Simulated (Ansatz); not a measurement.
Relaxed Pt (fcc, Cu type):

```yaml
crystal:
  lattice:
    - [3.97009, 0.00000, 0.00000]
    - [0.00000, 3.97009, 0.00000]
    - [0.00000, 0.00000, 3.97009]
  atoms:
    - { symbol: Pt, position: [0.00000, 0.00000, 0.00000] }
    - { symbol: Pt, position: [0.50000, 0.50000, 0.00000] }
    - { symbol: Pt, position: [0.50000, 0.00000, 0.50000] }
    - { symbol: Pt, position: [0.00000, 0.50000, 0.50000] }
```

Scan: atom 4 (Pt, nearest neighbour Pt at 2.807 Å; its periodic images, 4.0 Å or more away, move with it) is displaced along Cartesian z, direction (0.000, 0.000, 1.000) in Cartesian axes, by s. The other atoms stay.

All values below come from PBE (plane waves to 420 eV, PAW, scalar-relativistic; Ansatz, a quantum-chemistry and plane-wave program). k mesh 10×10×10 (Γ-centred), Fermi-Dirac smearing 0.05 eV. The energy includes the smearing's −TS. With partly filled bands, energies and forces of such displacements shift with the k mesh and the smearing. F∥ is the force on the atom along that direction. Pt is run without spin polarisation. Pt was relaxed with its symmetry unable to fall. Spin-orbit coupling is left out, though Pt is heavy. The PAW data are Ansatz's earlier set. ΔE is measured from the undisplaced structure.

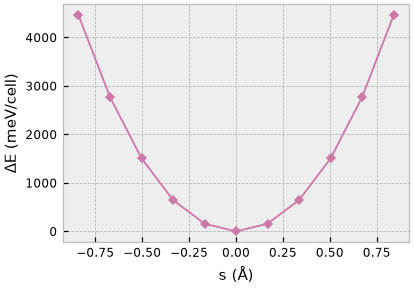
ΔE (meV/cell) against s (Å); computed points joined by lines.

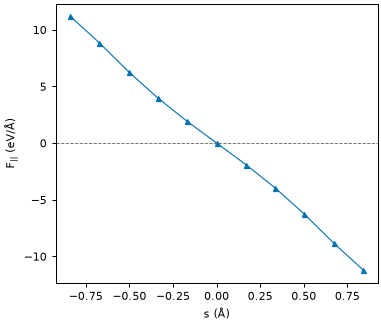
*F∥ (eV/Å) against s (Å); computed points joined by lines.*

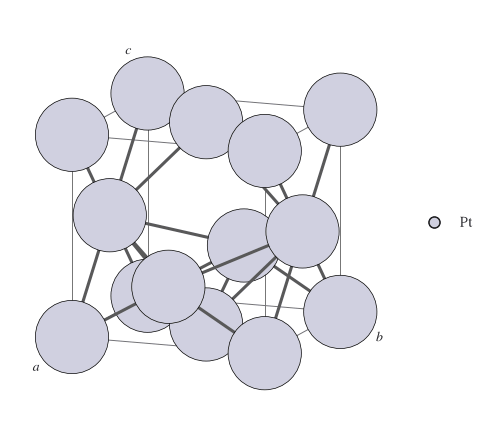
The cell of the calculation at s = -0.840 Å.

The energy at s = 0.840 Å is 4463 meV/cell. The force along the line at s = -0.840 Å comes out as 11.2 eV/Å and the force constant k = d²E/ds² at s = 0 (finite differences) is 11.2 eV/Å². Symmetry of the curve: even: the same for both signs. Harmonic estimate at the end of the scan: ½ks² = 3943 meV/cell against the computed 4463 meV/cell, so the well is stiffer than harmonic there.

With its periodic images moving along, the atom's site symmetry in this cell is m-3m.

(For displaced atoms, the force is minus the slope of the energy, and its curvature is a force constant, which sets phonon frequencies.)
